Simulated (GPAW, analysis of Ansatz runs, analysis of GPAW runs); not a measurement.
# Cd vacancy in CdTe: charge-transition level against experiment (GPAW)

How near does this set-up come to the measured charge-transition level? Subject: Cd vacancy in CdTe. Set-up: LDA, plane waves 500 eV, 32-site cell, LDA lattice, k: the single point 1/4 1/4 1/4 then 2x2x2 shifted, dielectric constants 7.1 and 10.2 (handbook). The model is a cell of 32 host atoms with 1 Cd taken out. The level is the Fermi energy at which two charge states have equal formation energy, after a correction for the images of the charge. A local or semilocal functional is the cheapest first rung.

Measured beforehand: (-1/-2) level above the valence-band top (the two values quoted disagree): 0.23 eV, by admittance spectroscopy (quoted in “First-principles calculation of band offsets, optical bowings, and defects in CdS, CdSe, CdTe, and their alloys”, 2000, Su-Huai Wei, S. B. Zhang, and Alex Zunger, quoting earlier work (1998)).

Program: GPAW 26.7.0. Level of theory: GPAW plane-wave PAW DFT, LDA; relaxation of all atoms of a defect supercell. Results are calculated unless marked as measured.

### 1. The starting structure

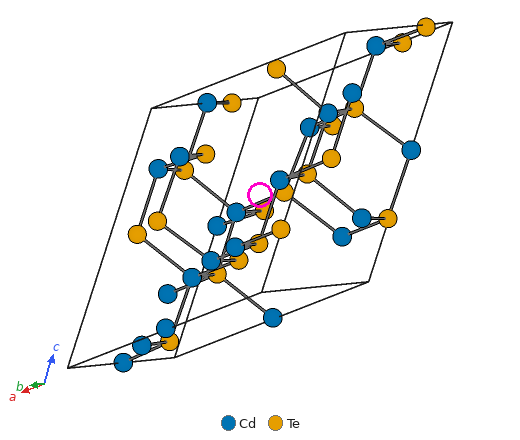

The starting structure, seen from a free direction (cadmium blue, tellurium orange). A ring marks the centre wherever it is empty. Bonds to atoms that aren't drawn are left out. Some periodic images of atoms are drawn too.

The cell holds 31 atoms: 15 Cd and 16 Te. Cell: a = 11.068 Å, b = 11.068 Å, c = 11.068 Å, α = 109.5°, β = 109.5°, γ = 109.5°. It derives from CdTe (space group F-43m). Nearest the centre at fractional (0.250, 0.500, 0.250): Te27 at 2.71 Å, Te21 at 2.73 Å, Te22 at 2.76 Å, Te18 at 2.76 Å, Cd10 at 4.42 Å, Cd3 at 4.43 Å, Cd8 at 4.44 Å, Cd4 at 4.46 Å. The cell carries charge −1.

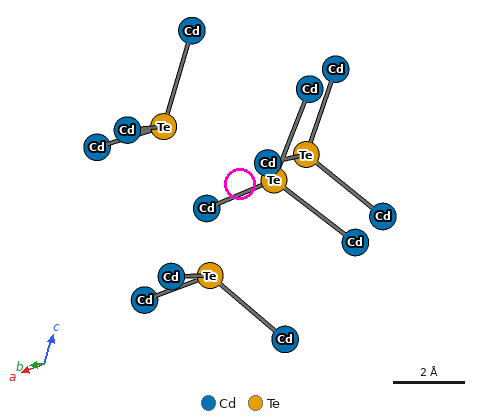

The atoms within 5 Å of the centre. A ring marks the centre wherever it is empty.

The host's primitive cell comes from a first run (GPAW plane-wave PAW DFT, LDA; relaxation of cell and atoms of a defect-free cell): vectors of 4.519, 4.519 and 4.519 Å. That is 32.62 Å³ an atom, 4.1 % under the diffraction cell's volume. The supercell is built on it.

### 2. Relaxation, charge −1

Every later number rests on the structure around the defect, so the atoms are relaxed at the host's lattice first.

The input, run.py:

```python
import numpy as np
from ase.io import read, write
from ase.parallel import parprint, world
from gpaw import GPAW, PW
from ase.optimize import BFGS

atoms = read('POSCAR')
magmoms = np.zeros(len(atoms))
magmoms[[20, 21, 17, 26]] = 1 / 4
atoms.set_initial_magnetic_moments(magmoms)
calc = GPAW(mode=PW(500),
            xc='LDA',
            kpts=[[0.25, 0.25, 0.25]],
            charge=-1,
            occupations={'name': 'fermi-dirac', 'width': 0.01, 'fixmagmom': True},
            nbands=147,
            convergence={'density': 1e-05, 'forces': 0.001},
            maxiter=150,
            symmetry='off',
            txt='gpaw.txt')
atoms.calc = calc
opt = BFGS(atoms, trajectory='relax.traj', logfile='-')
done = opt.run(fmax=0.02, steps=80)
parprint('Converged:', done)
energy = atoms.get_potential_energy()
forces = atoms.get_forces()
parprint(f'Energy: {energy:.6f} eV, largest force {np.linalg.norm(forces, axis=1).max():.4f} eV/A')
calc.write('gs.gpw')
write('final.xyz', atoms)
parprint('Moments:', atoms.get_magnetic_moments().round(3))
for s in range(calc.get_number_of_spins()):
    parprint('Levels (eV), spin', s, calc.get_eigenvalues(kpt=0, spin=s)[-16:].round(3))
```

The input, POSCAR:

```
Cd Te
 1.0000000000000000
    -6.3903124363873216    6.3903124363873198   -6.3903124363873252
     6.3903124363873172    6.3903124363873198    6.3903124363873252
     6.3903124363873225   -6.3903124363873207   -6.3903124363873243
 Cd  Te 
  15  16
Direct
 -0.0086991220574399  0.0006364977385999 -0.0057006539555154
  0.0024863498055633  0.2501060568899791  0.7421259160933682
  0.0026182800213334  0.5024839983646433  0.4929927200849045
  0.0081757236983409  0.7513732408924271  0.2476589383187171
  0.2453680688717168  0.0017891077186390  0.7562873574339987
  0.2398187862785182  0.2483684160191151  0.4974360753048124
  0.2539555044581962  0.7597788132594724  0.0087135315626358
  0.4957742812783708 -0.0088736643085828  0.4902397548477477
  0.5044163021014902  0.2579775404311397  0.2478833029412624
  0.4928883927264042  0.5008738984632759  0.0034405905521142
  0.5010629042782243  0.7599684675336850  0.7549855393268686
  0.7463566547826315  0.0047213954112625  0.2562519681191257
  0.7524241921901013  0.2602674816498300  0.0064261069784399
  0.7421102676205862  0.4911884102502406  0.7488004113595569
  0.7491707516512721  0.7463986983204106  0.5070168012264381
  0.0026092594470812  0.0046482720864793  0.7442246308388438
  0.0098192601311379  0.2505443725322502  0.5040951335273420
  0.0071562829119530  0.5072341586634195  0.2607637433808835
  0.0061468518276045  0.7605781287700689  0.0030500724055649
  0.2547599087696726  0.0084677636627366  0.4986144705820512
  0.2600773972771224  0.2585430902935307  0.2544723887456594
  0.2547747945443567  0.4938396181713282  0.0007554190506417
  0.2469426261158175  0.7392957286980881  0.7446653322663698
  0.4978205094399031  0.0032958998980850  0.2425386461424919
  0.5038007767512210  0.2519112822753640  0.0103890904378063
  0.5005657125058133  0.5053539752383244  0.7596253464275390
  0.4962001281189293  0.7491043895716440  0.4900024892250233
  0.7545780120850187  0.0034394612043913 -0.0054809452000988
  0.7466345740571669  0.2443602739725531  0.7392421091455190
  0.7439410220410089  0.4979658365114944  0.4898007930979809
  0.7498451133825752  0.7440125413313472  0.2550633725675461
```

Started as:

```
OMP_NUM_THREADS=1 mpirun -n 4 gpaw python run.py > stdout
```

Log:

```text
__  _  _
 | _ |_)|_||  |
 |__||  | ||/\| - 26.7.0

Input parameters:
  mode=PW(ecut=500.0),
  charge=-1,
  convergence={'density': 1e-05, 'forces': 0.001},
  kpts=KPoints(kpts=array([[0.25, 0.25, 0.25]])),
  maxiter=150,
  nbands=147,
  occupations=Occupations(name='fermi-dirac', width=0.01, fixmagmom=True),
  symmetry=Symmetry(point_group=False, time_reversal=False),
  xc=XC(name='LDA')

Diagonalizing LCAO Hamiltonian
Converting LCAO to pw mode

                                     Te
                                  Cd

                                       Cd
                            Te
                          Cd
                              Te   Te
                                    Te
                     TCd             Cd
                  Cd             Cd
                        Cd Te             Te
                                        Cd
             Te             TeCdTe
                   Te
                                   Cd
                Cd       Te    Cd
                      Cd
                          Te   Te
                            Cd

Atoms  # Å, Bohr magnetons
|    | symbol |         x |         y |         z |    initial magnetic moments |
|----|--------|-----------|-----------|-----------|-----------------------------|
|  0 |     Cd |  0.023229 | -0.015094 |  0.096086 | ( 0.0000,  0.0000,  0.0000) |
|  1 |     Cd |  6.324784 | -3.128272 | -3.160049 | ( 0.0000,  0.0000,  0.0000) |
|  2 |     Cd |  6.344676 |  0.077384 |  0.043921 | ( 0.0000,  0.0000,  0.0000) |
|  3 |     Cd |  6.331882 |  3.271137 |  3.166646 | ( 0.0000,  0.0000,  0.0000) |
|  4 |     Cd |  3.276367 | -3.253501 | -6.389458 | ( 0.0000,  0.0000,  0.0000) |
|  5 |     Cd |  3.233407 | -0.059103 | -3.124137 | ( 0.0000,  0.0000,  0.0000) |
|  6 |     Cd |  3.288051 |  6.422397 |  3.176687 | ( 0.0000,  0.0000,  0.0000) |
|  7 |     Cd | -0.092073 | -0.021338 | -6.357643 | ( 0.0000,  0.0000,  0.0000) |
|  8 |     Cd |  0.009231 |  3.287883 | -3.158872 | ( 0.0000,  0.0000,  0.0000) |
|  9 |     Cd |  0.073016 |  6.328465 |  0.029043 | ( 0.0000,  0.0000,  0.0000) |
| 10 |     Cd |  6.479081 |  3.233791 | -3.170106 | ( 0.0000,  0.0000,  0.0000) |
| 11 |     Cd | -3.101751 |  3.162093 | -6.376811 | ( 0.0000,  0.0000,  0.0000) |
| 12 |     Cd | -3.103970 |  6.430351 | -3.186100 | ( 0.0000,  0.0000,  0.0000) |
| 13 |     Cd |  3.181600 |  3.096095 | -6.388538 | ( 0.0000,  0.0000,  0.0000) |
| 14 |     Cd |  3.222281 |  6.317160 | -3.257710 | ( 0.0000,  0.0000,  0.0000) |
| 15 |     Te |  4.768858 | -4.709450 | -4.742798 | ( 0.0000,  0.0000,  0.0000) |
| 16 |     Te |  4.759634 | -1.557520 | -1.683017 | ( 0.0000,  0.0000,  0.0000) |
| 17 |     Te |  4.862016 |  1.620754 |  1.529292 | ( 0.0000,  0.0000,  0.2500) |
| 18 |     Te |  4.840542 |  4.880121 |  4.801561 | ( 0.0000,  0.0000,  0.0000) |
| 19 |     Te |  1.612418 | -1.504195 | -4.760186 | ( 0.0000,  0.0000,  0.0000) |
| 20 |     Te |  1.616353 |  1.687989 | -1.635963 | ( 0.0000,  0.0000,  0.2500) |
| 21 |     Te |  1.532526 |  4.779053 |  1.522872 | ( 0.0000,  0.0000,  0.2500) |
| 22 |     Te |  7.904934 |  1.543727 | -1.612354 | ( 0.0000,  0.0000,  0.0000) |
| 23 |     Te | -1.610269 |  1.652393 | -4.710064 | ( 0.0000,  0.0000,  0.0000) |
| 24 |     Te | -1.543263 |  4.762847 | -1.676042 | ( 0.0000,  0.0000,  0.0000) |
| 25 |     Te |  4.884842 |  1.573898 | -4.823645 | ( 0.0000,  0.0000,  0.0000) |
| 26 |     Te |  4.747406 |  4.826616 | -1.515132 | ( 0.0000,  0.0000,  0.2500) |
| 27 |     Te | -4.835035 |  4.878993 | -4.764985 | ( 0.0000,  0.0000,  0.0000) |
| 28 |     Te |  1.514298 |  1.608779 | -7.933678 | ( 0.0000,  0.0000,  0.0000) |
| 29 |     Te |  1.558122 |  4.806193 | -4.701838 | ( 0.0000,  0.0000,  0.0000) |
| 30 |     Te |  1.592663 |  7.916283 | -1.667207 | ( 0.0000,  0.0000,  0.0000) |

Unit cell  # Å
| periodic |         x |         y |         z |   lengths |     angles |
|----------|-----------|-----------|-----------|-----------|------------|
|      yes | -6.390312 |  6.390312 | -6.390312 | 11.068346 | 109.471221 |
|      yes |  6.390312 |  6.390312 |  6.390312 | 11.068346 | 109.471221 |
|      yes |  6.390312 | -6.390312 | -6.390312 | 11.068346 | 109.471221 |

Number of symmetries: 1
Symmetry operations  # r_c * U_cc + t_c -> r_c
|   | kind |            matrix            |
|---|------|------------------------------|
| 0 |  E   |  1, 0, 0,  0, 1, 0,  0, 0, 1 |

BZ-sampling:
  Number of BZ points: 1
  Number of IBZ points: 1

K-points  # in reciprocal-cell coordinates
|   |                                coordinates |     weight |
|---|--------------------------------------------|------------|
| 0 | (  0.25000000,   0.25000000,   0.25000000) | 1.00000000 |

Plane wave coefficients: 26548
Cutoff: 500.0 eV

Spin-components: 2 (collinear spins)
Bands:           147
Projectors:      170
Spin-degeneracy: 1
Datatype:        complex128

Density:
  Valence electrons: 276.0
  Components: 2
  Grid points: [60 60 60]
  Charge: -1.0  # |e|

Potential:
  Grid points: [60 60 60]

species:
  Cd:
    name:    Cadmium
    Z:       48.0
    valence: 12
    core:    36
    charge:  0.0  # [|e|]
    compensation charges:
      type: gauss
      rc: 0.38  # [Å]
      lmax: 2
    cutoffs:
      filter: 2.12  # [Å]
      core: 2.62  # [Å]
    projectors
    | kind |    occ | energy [eV] | rcut [Å] |
    |------|--------|-------------|----------|
    |   5s |  2.000 |      -5.950 |    1.191 |
    |   5p |  0.000 |      -1.328 |    1.228 |
    |   4d | 10.000 |     -11.904 |    1.164 |
    |    s |        |      21.261 |    1.191 |
    |    p |        |      25.883 |    1.228 |
    |    d |        |      15.307 |    1.164 |

    Using partial waves for Cd as LCAO basis

  Te:
    name:    Tellurium
    Z:       52.0
    valence: 6
    core:    46
    charge:  0.0  # [|e|]
    compensation charges:
      type: gauss
      rc: 0.36  # [Å]
      lmax: 2
    cutoffs:
      filter: 2.09  # [Å]
      core: 3.17  # [Å]
    projectors
    | kind |    occ | energy [eV] | rcut [Å] |
    |------|--------|-------------|----------|
    |   5s |  2.000 |     -15.337 |    1.180 |
    |   5p |  4.000 |      -6.113 |    1.196 |
    |    s |        |      11.875 |    1.180 |
    |    p |        |      21.098 |    1.196 |
    |    d |        |       0.000 |    1.238 |

    Using partial waves for Te as LCAO basis

Reference energy: -5234739.438070  # eV

eigensolver:
  PPCG
  Converge bands: occupied
  niter=2

density mixing:
  MSR1-Mixer
  Pratt-step length: 0.05
  Maximum mixing coefficient: 0.75
  Old densities: 10
[...]
|iter:   3| |  -92.612935c| -6.11 | -3.76 |      |  +0.9999|
|iter:   4| |  -92.612928c| -6.37 | -4.04 |      |  +1.0000|
|iter:   5| |  -92.612922c| -7.36 | -4.26 |      |  +1.0000|
[...]
|iter:   7| |  -92.612924c| -7.69c| -4.49 |      |  +1.0000|
|iter:   8| |  -92.612925c| -7.97c| -4.67 |      |  +1.0000|
|iter:   9| |  -92.612924c| -8.37c| -4.97 |      |  +1.0000|
|iter:  10| |  -92.612924c| -8.69c| -4.99 |      |  +1.0000|
|iter:  11| |  -92.612924c| -9.06c| -5.51c|-1.98 |  +1.0000|
|iter:  12| |  -92.612925c| -9.33c| -5.76c|-3.80c|  +1.0000|

Converged in 12 steps
SCF loop duration: 65.316 s (5.443 s/step)
Energy contributions relative to reference atoms: (reference = -5234739.438070)

Energy contributions:
  Kinetic:         293.631255
  Coulomb:        -257.093080
  Zero:              3.412050
  External:          0.000000
  Xc:             -132.553680
  Entropy:          -0.018940
  Spinorbit:         0.000000
  ----------------------------
  Free energy:     -92.622394
  Extrapolated:    -92.612925

dipole moment: (-153.170663, -150.700262, -60.297482)  # |e|*Ang

Total magnetic moment: (0.000000, 0.000000, 1.000000)

Local magnetic moments
|        x |        y |        z |
|----------|----------|----------|
[...]
Fermi levels: 4.521, 3.416
Eigenvalues  # (at kpt = [0.250, 0.250, 0.250])
| band index |      eig [eV] | occ [0-1] |      eig [eV] | occ [0-1] |
|------------|---------------|-----------|---------------|-----------|
[...]
|        ... |               |           |               |           |
[...]
Gap: 2.105 eV
Transition (v -> c):
  (s=1, k=0, n=138, [0.25, 0.25, 0.25]) -> (s=0, k=0, n=139, [0.25, 0.25, 0.25])
No difference between direct/indirect transitions

Forces  # eV/Ang
|        x |        y |        z |
|----------|----------|----------|
[...]
Te
                                 Cd

                                       Cd
                             Te
                          Cd
                              Te  Te
                                    Te
                     TCd             Cd
                  Cd       Te    Cd       Te
                                       Cd
                        Cd      Te
             Te             TCd
                   Te             Te
                                    Cd
                Cd       Te    Cd

                     Cd   Te   Te
                            Cd

Atoms  # Å, Bohr magnetons
|    | symbol |         x |         y |         z |    initial magnetic moments |
|----|--------|-----------|-----------|-----------|-----------------------------|
[...]
|  7 |     Cd | -0.069373 | -0.049814 | -6.459008 | ( 0.0000,  0.0000,  0.0048) |
|  8 |     Cd |  0.062143 |  3.137389 | -3.133871 | ( 0.0000,  0.0000,  0.0047) |
|  9 |     Cd |  0.076676 |  6.334205 |  0.081629 | ( 0.0000,  0.0000,  0.0048) |
| 10 |     Cd |  6.346667 |  3.297763 | -3.126557 | ( 0.0000,  0.0000,  0.0043) |
| 11 |     Cd | -3.196032 |  3.200317 | -6.385334 | ( 0.0000,  0.0000,  0.0020) |
| 12 |     Cd | -3.105605 |  6.475784 | -3.243201 | ( 0.0000,  0.0000,  0.0045) |
| 13 |     Cd |  3.202837 |  3.193564 | -6.384636 | ( 0.0000,  0.0000,  0.0022) |
| 14 |     Cd |  3.286293 |  6.334272 | -3.140253 | ( 0.0000,  0.0000,  0.0045) |
[...]
| 23 |     Te | -1.591870 |  1.592733 | -4.775015 | ( 0.0000,  0.0000,  0.0148) |
| 24 |     Te | -1.575742 |  4.812637 | -1.596317 | ( 0.0000,  0.0000,  0.0136) |
| 25 |     Te |  4.820629 |  1.604519 | -4.770425 | ( 0.0000,  0.0000,  0.0142) |
| 26 |     Te |  4.638008 |  4.645115 | -1.438520 | ( 0.0000,  0.0000,  0.0627) |
| 27 |     Te | -4.783145 |  4.828474 | -4.778743 | ( 0.0000,  0.0000,  0.0129) |
| 28 |     Te |  1.587330 |  1.600228 | -7.995119 | ( 0.0000,  0.0000,  0.0137) |
| 29 |     Te |  1.597966 |  4.807190 | -4.777853 | ( 0.0000,  0.0000,  0.0138) |
| 30 |     Te |  1.603045 |  7.974702 | -1.604933 | ( 0.0000,  0.0000,  0.0140) |

Unit cell  # Å
| periodic |         x |         y |         z |   lengths |     angles |
|----------|-----------|-----------|-----------|-----------|------------|
|      yes | -6.390312 |  6.390312 | -6.390312 | 11.068346 | 109.471221 |
|      yes |  6.390312 |  6.390312 |  6.390312 | 11.068346 | 109.471221 |
|      yes |  6.390312 | -6.390312 | -6.390312 | 11.068346 | 109.471221 |

Initialization done in: 1.869 s

convergence criteria:
- Maximum integral of absolute [dens]ity change: 1e-05 electrons / valence electron
- Maximum change in the atomic [forces] across last 2 cycles: 0.001 eV/Ang OR
Maximum error relative to the maximum force is below inf
- Maximum [total energy] change in last 3 cyles: 0.0005 eV / valence electron
- Maximum integral of absolute [eigenst]ate change: 4e-08 eV^2 / valence electron
maximum number of iterations: 150

SCF iterations
|iter     | |      energy | eigst |  dens |force |  magmom |
|---------|-|-------------|-------|-------|------|---------|
|iter:   1| |  -92.613059c| -5.00 |       |      |  +1.0000|
|iter:   2| |  -92.613055c| -6.65 | -3.88 |      |  +1.0000|
|iter:   3| |  -92.613039c| -6.80 | -3.98 |      |  +1.0000|
|iter:   4| |  -92.613037c| -6.80 | -4.16 |      |  +1.0000|
|iter:   5| |  -92.613032c| -7.53c| -4.48 |      |  +1.0000|
|iter:   6| |  -92.613035c| -7.58c| -4.28 |      |  +1.0000|
|iter:   7| |  -92.613036c| -7.92c| -4.78 |      |  +1.0000|
|iter:   8| |  -92.613035c| -8.18c| -4.88 |      |  +1.0000|
|iter:   9| |  -92.613035c| -8.66c| -5.11c|-2.12 |  +1.0000|
|iter:  10| |  -92.613035c| -8.95c| -5.40c|-3.15c|  +1.0000|

Converged in 10 steps
SCF loop duration: 53.870 s (5.387 s/step)
Energy contributions relative to reference atoms: (reference = -5234739.438070)

Energy contributions:
  Kinetic:         293.633384
  Coulomb:        -257.095014
  Zero:              3.412047
  External:          0.000000
  Xc:             -132.553982
  Entropy:          -0.018939
  Spinorbit:         0.000000
  ----------------------------
  Free energy:     -92.622504
  Extrapolated:    -92.613035

dipole moment: (-153.118137, -150.701472, -60.253987)  # |e|*Ang

Total magnetic moment: (0.000000, 0.000000, 0.999999)

Local magnetic moments
|        x |        y |        z |
|----------|----------|----------|
[...]
Fermi levels: 4.521, 3.416
Eigenvalues  # (at kpt = [0.250, 0.250, 0.250])
| band index |      eig [eV] | occ [0-1] |      eig [eV] | occ [0-1] |
|------------|---------------|-----------|---------------|-----------|
[...]
|        ... |               |           |               |           |
[...]
|        139 |         5.516 |     0.000 |         5.530 |     0.000 |
|        140 |         5.519 |     0.000 |         5.533 |     0.000 |
|        141 |         5.521 |     0.000 |         5.535 |     0.000 |
|        142 |         5.739 |     0.000 |         5.756 |     0.000 |
|        143 |         6.245 |     0.000 |         6.261 |     0.000 |
|        144 |         6.256 |     0.000 |         6.272 |     0.000 |
|        145 |         6.423 |     0.000 |         6.435 |     0.000 |
|        146 |         6.425 |     0.000 |         6.437 |     0.000 |

Gap: 2.105 eV
Transition (v -> c):
  (s=1, k=0, n=138, [0.25, 0.25, 0.25]) -> (s=0, k=0, n=139, [0.25, 0.25, 0.25])
No difference between direct/indirect transitions

Forces  # eV/Ang
|        x |        y |        z |
|----------|----------|----------|
[...]
|  0.00086 | -0.00067 | -0.00114 |  # Te  23
| -0.00349 |  0.00911 | -0.00350 |  # Te  24
|  0.00359 | -0.00247 | -0.00258 |  # Te  25
|  0.01197 | -0.00329 | -0.00993 |  # Te  26
| -0.01020 |  0.00067 |  0.00642 |  # Te  27
| -0.00109 |  0.00053 |  0.00554 |  # Te  28
|  0.00292 |  0.00925 |  0.00478 |  # Te  29
| -0.01034 |  0.00656 |  0.00383 |  # Te  30

# Writing to gs.gpw (mode='')
```

The job ended after 31 min (4 MPI ranks of Arm Neoverse V2, shared host; peak memory 2.4 GiB; 2.1 h of CPU time).

(Continued in part 2 of 4.)

[Logs are printed without paths, hosts, clocks, repeated set-up lines and the standing remarks that a program may print on its own settings, such as how far it seeks lower states.]

[Hosts, paths, dates, database ids (printed as entryN), source tags and the programs' standing remarks are cut or masked in the printed files.]

[For some hosts the program warned that the k-mesh of the response run may be too coarse for force constants and the static dielectric constant; such warnings are not shown here.]
